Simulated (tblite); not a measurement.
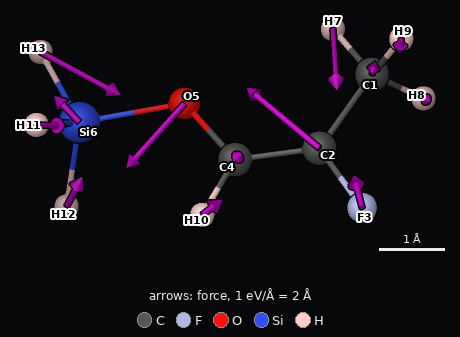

Starting geometry of C3H7FOSi with the computed forces as purple arrows. A ball-and-stick model, seen at a tilt.

Method: tblite 0.8.0, GFN2-xTB geometry optimisation, gas phase. 

> Is this structure relaxed? If not, where do the atoms go?

It isn't relaxed: the largest force vector, on C2, is 0.83 eV/Å. The final displacements follow the starting forces only in part (cosine between the two patterns 0.37). The atom that moves furthest after the best rigid fit is H13 (0.46 Å). Largest moves by element: H 0.46 Å, O 0.20 Å, F 0.13 Å, C 0.13 Å, Si 0.01 Å. Some distances before and after: O5–Si6 1.668 → 1.630 Å, Si6–H13 1.490 → 1.453 Å, Si6–H11 1.485 → 1.464 Å, C4–O5 1.368 → 1.347 Å. Among the angles between lasting bonds that change: O5–Si6–H13 109.6° → 98.3°, C4–O5–Si6 120.7° → 131.5°, H11–Si6–H13 109.2° → 114.1°. After 47 geometry steps the energy has fallen by 0.170 eV. Cost: 0.23 s on 1 thread of Arm Neoverse V1 (shared host).
